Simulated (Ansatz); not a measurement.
# How fast states decay through Cs2BeH4, part 2 of 2

Aim: relax a made-up compound, Cs2BeH4, and see how good a tunnel barrier it would be. It is built by putting Be for Ca in the Cs2CaH4 structure of space group I4/mmm, with the volume rescaled by atomic radii. The parent structure comes from the Materials Project.

Ansatz 0.2.0; PBE DFT, plane waves, PAW files (the session's first sound run).

So far. Step 2 (Relaxing the new crystal): The largest force component on a free atom ends at 0.0020 eV/Å.

The structure was built from a prototype and need not be the compound's stable phase.

## Step 3: The bulk crystal and its band edges

The energy window and the wavevectors of the next steps follow from the band edges, so these are searched first, off the mesh as well.

File input.yaml:

```yaml
crystal:
  lattice:
    - [-2.0348076756, 2.0348076756, 7.4913076332]
    - [2.0348076756, -2.0348076756, 7.4913076332]
    - [2.0348076756, 2.0348076756, -7.4913076332]
  atoms:
    - { symbol: Cs, position: [0.6339739923, 0.6339739923, 0.0] }
    - { symbol: Cs, position: [0.3660260077, 0.3660260077, 0.0] }
    - { symbol: Be, position: [0.0, 0.0, 0.0] }
    - { symbol: H, position: [0.9006614718, 0.9006614718, 0.0] }
    - { symbol: H, position: [0.0993385282, 0.0993385282, 0.0] }
    - { symbol: H, position: [0.0, 0.5, 0.5] }
    - { symbol: H, position: [0.5, 0.0, 0.5] }
kpoints:
  mp_grid: { grid: [8, 8, 8] }
  band_path: { path: [VBM, CBM], npoints: 30 }
scf:
  occupations: { method: fixed }
hamiltonian:
  xc: pbe
output:
  eigenvalues: true
  write_potential: true
  write_density: true
  volumetric_format: npy
```

Run with:

```sh
ansatz run input.yaml --threads 2 --pin off --max-ram 4096MiB --backend cpu --events-out ev --progress --plain --runs-dir out
```

Numbers of over 12 decimals in the logs are rounded to 6 here.

The log of the run:

```text
[...]
Crystal: 7 atoms, lattice volume = 124.069 Å³
Basis set: ecut = 420 eV, 2437 PW (Γ), FFT grids on a1−a2, a2, a1+a3
Bands: 19, of which v1, the nominal top of the filled ones, is band 12 counted from 1 (11 counted from 0)
Symmetry: 16 space group operations
[...]
k-points: 59 of 512
[...]
SCF iter   1: F=—  HF=-11498.043043 eV  |F-HF|=—  |Δ(HF+E_count)|=         —  Δρ=1.37e-3  dr2=4.91e-3  ethr=1.77e-3  ⟨swp⟩=5.4  Hψ=5205  notcnv=0  defer=270
[...]
SCF iter   6: F=-11498.041168 eV  HF=-11498.041168 eV  |F-HF|=2.85e-8  |Δ(HF+E_count)|=   1.12e-6  Δρ=2.87e-6  dr2=1.92e-8  ethr=4.17e-10  ⟨swp⟩=9.0  Hψ=6177  notcnv=0
SCF 1 converged in 6 iterations: F = -11498.041168 eV  dr2 = 1.92e-8
[...]
NSCF: frozen V_eff on 30 k-points
[...]
SCF converged after 6 iterations
Free energy (F): -11498.041168 eV
[...]
Internal energy: -11498.041168 eV  (E = F + TS)
E sigma→0 (E₀):  -11498.041168 eV
Fermi energy:    4.850914 eV
[...]
--- Band table (eV; the first three rows and the last of 59) ---
  k-point 0: bands = [... 8 lower, -0.2039, 1.6758, 4.4286, 4.8509, 7.2169, 8.0530, 8.3659, 8.3659, ... 3 higher]
  k-point 1: bands = [... 8 lower, 0.1886, 1.9641, 4.0477, 4.7493, 6.7252, 8.4292, 8.9039, 9.0580, ... 3 higher]
  k-point 2: bands = [... 8 lower, 0.7371, 2.2282, 3.3727, 3.9690, 6.7760, 8.8146, 8.9208, 9.3529, ... 3 higher]
  k-point 58: bands = [... 8 lower, 0.1062, 1.5373, 4.4050, 4.4983, 7.5612, 8.2129, 8.2129, 8.8673, ... 3 higher]
```

It took 9.1 s on 2 threads of Arm Neoverse V2, shared host; peak memory 0.41 GiB; 18 s of CPU time.

The column dr2 measures how far the density is from self-consistency, as an energy; F and HF (Harris–Foulkes) agree once it is small.

This step gave:

- free energy: -11498.0412 eV
- Fermi energy: 4.851 eV
- gap on the k-mesh: 1.874 eV
- gap on path: 1.793 eV, by band count; negative where bands overlap
- direct gap on path: 1.976 eV
- edge places on path: 0, 0.3867 1/A along the path

Electronic bands along the path, in eV, zero at the Fermi level (highest filled level under fixed occupations); v1 is the highest filled band, c1 the lowest empty one:

| point | v4 | v3 | v2 | v1 | c1 | c2 | c3 | c4 |
| --- | --- | --- | --- | --- | --- | --- | --- | --- |
| VBM | -5.05 | -3.18 | -0.42 | 0.00 | 2.37 | 3.20 | 3.52 | 3.52 |
| CBM | -4.40 | -2.72 | -1.09 | -0.33 | 1.79 | 3.86 | 4.19 | 4.26 |

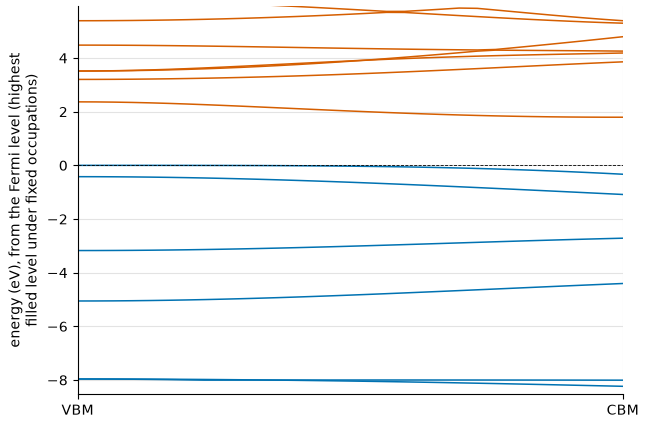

Electronic bands along the path; lines of filled and empty bands in two colours.

The searched edges give 1.79 eV, under the 1.87 eV of the mesh, which misses an edge.

## Step 4: Decaying states in the gap

This step: PBE DFT, plane waves, PAW files; complex bands by layer matching along the plane's normal (Ansatz 0.2.0).

The same crystal is laid in a cell whose first two vectors span the (001) plane (indices of the standard conventional cell, whose axes can be ordered otherwise than in the bulk input). At fixed energy and wavevector in the plane the solver finds all kz, real and complex. A few wavevectors are listed, (0, 0), (0.1771, 0.1771) and (0.5, 0) in units of the plane's reciprocal vectors; the slowest state needn't be among them.

File input.yaml:

```yaml
crystal:
  lattice:
    - [4.069615351, 0.0, 0.0]
    - [0.0, 4.069615351, 0.0]
    - [2.034807676, 2.034807676, 7.491307633]
  atoms:
    - { symbol: Cs, position: [0.3660260077, 0.3660260077, 0.2679479846] }
    - { symbol: Cs, position: [0.6339739923, 0.6339739923, 0.7320520154] }
    - { symbol: Be, position: [0.0, 0.0, 0.0] }
    - { symbol: H, position: [0.0993385282, 0.0993385282, 0.8013229436] }
    - { symbol: H, position: [0.9006614718, 0.9006614718, 0.1986770564] }
    - { symbol: H, position: [0.5, 0.0, 0.0] }
    - { symbol: H, position: [0.0, 0.5, 0.0] }
kpoints:
  mp_grid: { grid: [6, 6, 6] }
scf:
  occupations: { method: fixed }
hamiltonian:
  xc: pbe
output:
  eigenvalues: true
  transmission:
    leads: [[0, 0]]
    kpoints: [[0.0, 0.0], [0.1771, 0.1771], [0.5, 0.0]]
    e_range: [-1.0, 2.79]
    de: 0.09
```

The log of the run:

```text
[...]
Crystal: 7 atoms, lattice volume = 124.069 Å³
Basis set: ecut = 420 eV, 2437 PW (Γ)
Bands: 19, of which v1, the nominal top of the filled ones, is band 12 counted from 1 (11 counted from 0)
Symmetry: 16 space group operations
[...]
k-points: 30 of 216
[...]
SCF iter   1: F=—  HF=-11498.042757 eV  |F-HF|=—  |Δ(HF+E_count)|=         —  Δρ=1.36e-3  dr2=4.98e-3  ethr=1.77e-3  ⟨swp⟩=5.4  Hψ=2659  notcnv=0  defer=137
[...]
SCF iter   6: F=-11498.040973 eV  HF=-11498.040973 eV  |F-HF|=2.50e-8  |Δ(HF+E_count)|=   1.00e-6  Δρ=2.59e-6  dr2=1.80e-8  ethr=4.17e-10  ⟨swp⟩=9.0  Hψ=3156  notcnv=0
SCF 1 converged in 6 iterations: F = -11498.040973 eV  dr2 = 1.80e-8
[...]
transmission: 10 of 30 steps passed
transmission: 20 of 30 steps passed
transmission: 30 of 30 steps passed
SCF converged after 6 iterations
Free energy (F): -11498.040973 eV
[...]
Internal energy: -11498.040973 eV  (E = F + TS)
E sigma→0 (E₀):  -11498.040973 eV
Fermi energy:    4.850861 eV
[...]
--- Band table (eV; the first three rows and the last of 30) ---
  k-point 0: bands = [... 8 lower, -0.2039, 1.6759, 4.4282, 4.8509, 7.2170, 8.0530, 8.3657, 8.3657, ... 3 higher]
  k-point 1: bands = [... 8 lower, -0.1279, 1.6441, 4.4223, 4.7584, 7.2994, 8.1590, 8.3249, 8.3249, ... 3 higher]
  k-point 2: bands = [... 8 lower, 0.0266, 1.5753, 4.4104, 4.5825, 7.4713, 8.2486, 8.2486, 8.4621, ... 3 higher]
  k-point 29: bands = [... 8 lower, 0.9168, 1.6235, 2.5888, 2.6504, 8.0701, 8.3225, 8.6648, 8.7025, ... 3 higher]
--- Transmission ---
  basis      : 145 plane waves across, 10 finite elements along
  points     : 3, as listed
  energies   : 43 from -1.000000 to 2.780000 eV about the Fermi level, 0.090000 eV apart; the leads are filled to 0.897909 eV, and channels, transmission and decay are at 0.890000 eV
  crystal 0  : Cs2H4Be1, at the sites [0, 0], period 7.4913 Å: whole cells are its period
    offset         : up to 0.0000 Å between an atom of the period and one for which it stands
    channels       : 0.000000e0 a spin
    conductance    : none, the energies end too early or step too widely for 300 K: set another output.transmission.e_range or a lower de, or, where they end at an eighth of basis.ecutwfc, a higher one
    slowest decay  : 0.2993 /Å at (0.0000, 0.0000)
```

Wall time 11 s (2 threads); peak memory 0.48 GiB.

Numbers from this step:

- free energy: -11498.0410 eV
- gap on the k-mesh: 1.796 eV
- level to which the leads are filled: 0.8979 eV from the Fermi level
- decay constant at the filling level, zone centre: 0.2994 Å⁻¹
- decay constant at the filling level, slowest listed point: 0.2993 Å⁻¹

K parallel (0, 0); values up to 1.5 1/Å, a degenerate pair printed once or twice; energies at which all values exceed this have no row. Im kz of the slowest decaying states against energy, zero at the highest filled level on the SCF mesh:

| energy (eV) | decay 1 (Å⁻¹) | decay 2 (Å⁻¹) | decay 3 (Å⁻¹) | decay 4 (Å⁻¹) |
| --- | --- | --- | --- | --- |
| -1.000 | 0.311 | 0.507 | 0.674 | 0.846 |
| -0.460 | 0.145 | 0.185 | 0.495 | 0.814 |
| -0.010 | 0.477 | 0.519 | 0.783 | 1.44 |
| 0.530 | 0.256 | 0.445 | 0.557 | 0.740 |
| 0.980 | 0.307 | 0.407 | 0.542 | 0.699 |
| 1.520 | 0.338 | 0.498 | 0.640 | 1.29 |
| 1.970 | 0.261 | 0.335 | 0.440 | 0.581 |
| 2.510 | 0.330 | 0.341 | 0.489 | 1.19 |

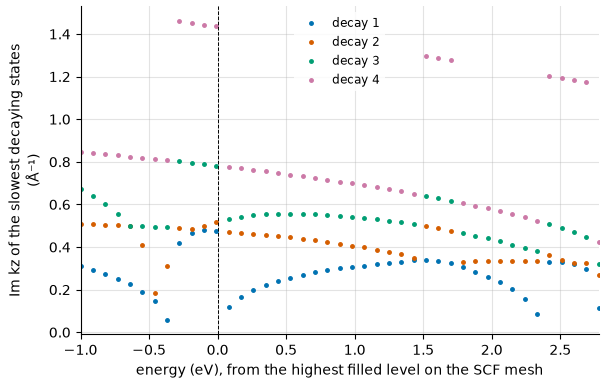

Im kz of the slowest decaying states against energy.

K parallel (0.1771, 0.1771); values up to 1.5 1/Å, a degenerate pair printed once or twice; energies at which all values exceed this have no row. The Im kz of the slowest decaying states by energy, zero at the highest filled level on the SCF mesh:

| energy (eV) | decay 1 (Å⁻¹) | decay 2 (Å⁻¹) | decay 3 (Å⁻¹) | decay 4 (Å⁻¹) |
| --- | --- | --- | --- | --- |
| -1.0000 | 0.291 | 0.340 | 0.466 | 1.01 |
| -0.7300 | 0.188 | 0.456 | 0.510 | 1.000 |
| -0.4600 | 0.442 | 0.579 | 0.985 | 0.999 |
| -0.2800 | 0.114 | 0.430 | 0.609 | 0.975 |
| -0.0100 | 0.250 | 0.409 | 0.642 | 0.950 |
| 0.2600 | 0.311 | 0.381 | 0.666 | 0.905 |
| 0.5300 | 0.349 | 0.682 | 0.860 | 0.903 |
| 0.7100 | 0.347 | 0.690 | 0.829 | 0.884 |
| 0.9800 | 0.320 | 0.353 | 0.698 | 0.783 |
| 1.2500 | 0.261 | 0.375 | 0.700 | 0.737 |
| 1.5200 | 0.189 | 0.387 | 0.690 | 0.696 |
| 1.7900 | 0.0207 | 0.395 | 0.643 | 0.688 |
| 1.9700 | 0.399 | 0.610 | 0.679 | 0.731 |
| 2.2400 | 0.406 | 0.559 | 0.663 | 0.691 |
| 2.5100 | 0.413 | 0.504 | 0.641 | 0.646 |
| 2.7800 | 0.0616 | 0.427 | 0.443 | 0.592 |

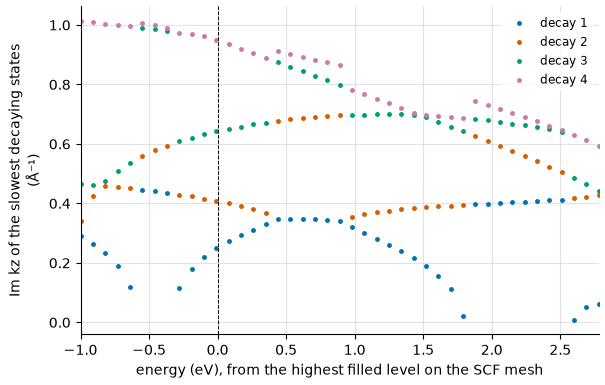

Im kz of the slowest decaying states, plotted against energy.

K parallel (0.5, 0); values up to 1.5 1/Å, a degenerate pair printed once or twice; energies at which all values exceed this have no row. Im kz of the slowest decaying states against energy, zero at the highest filled level on the SCF mesh:

| energy (eV) | decay 1 (Å⁻¹) | decay 2 (Å⁻¹) | decay 3 (Å⁻¹) | decay 4 (Å⁻¹) |
| --- | --- | --- | --- | --- |
| -1.0000 | 0.412 | 0.799 | 1.03 | - |
| -0.7300 | 0.386 | 0.791 | 1.01 | - |
| -0.4600 | 0.339 | 0.779 | 0.984 | - |
| -0.2800 | 0.272 | 0.769 | 0.968 | - |
| -0.0100 | 0.285 | 0.753 | 0.943 | - |
| 0.2600 | 0.340 | 0.735 | 0.917 | - |
| 0.5300 | 0.357 | 0.716 | 0.889 | - |
| 0.7100 | 0.360 | 0.703 | 0.870 | - |
| 0.9800 | 0.354 | 0.684 | 0.84 | - |
| 1.2500 | 0.339 | 0.664 | 0.808 | - |
| 1.5200 | 0.314 | 0.645 | 0.774 | - |
| 1.7900 | 0.278 | 0.626 | 0.738 | - |
| 1.9700 | 0.246 | 0.612 | 0.712 | - |
| 2.2400 | 0.178 | 0.592 | 0.670 | 1.49 |
| 2.5100 | 0.570 | 0.623 | 1.47 | - |
| 2.7800 | 0.545 | 0.568 | 1.44 | - |

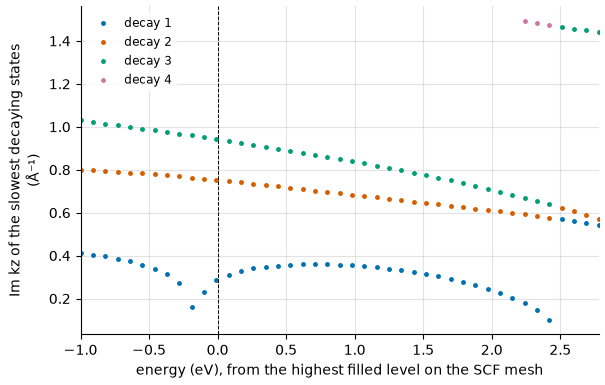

Im kz of the slowest decaying states, plotted against energy.

At the listed wavevectors the last open channel is at -0.01 eV and the next at +1.88 eV on the grid. At +0.89 eV, the grid energy nearest the filling level (the middle of the gap on the SCF mesh), the slowest state at the listed wavevectors decays with κ = 0.299 Å⁻¹, its amplitude falling by e over 3.3 Å. Through 1 nm of this crystal that state's transmission falls by exp(−2 × 0.299 Å⁻¹ × 10 Å) = 0.0025.

## Step 5: Outcome

| Property | Result |
| --- | --- |
| band gap | 1.79 eV |
| least decay constant at mid-gap, normal to (001) | 0.299 Å⁻¹ |

What this shows: With PBE, the slowest decay at the wavevectors tried is κ = 0.299 Å⁻¹, normal to (001). Through such a film the transmission near mid-gap falls as exp(−2κd), a factor of ten every 3.8 Å. A free electron under a barrier of half the gap would need a mass of 0.38 mₑ to decay at this rate. The compound is made up by substitution; its stability against other phases and against distortions of the cell's symmetry was not tested. A semilocal functional narrows gaps, so real decay constants are likely larger.

[Logs are printed without paths, hosts, clocks, repeated set-up lines and the standing remarks that a program may print on its own settings, such as how far it seeks lower states.]

[Hosts, paths, dates, database ids (printed as entryN), source tags and the programs' standing remarks are cut or masked in the printed files.]

[New means built here by substitution; the compound itself may be known and measured.]
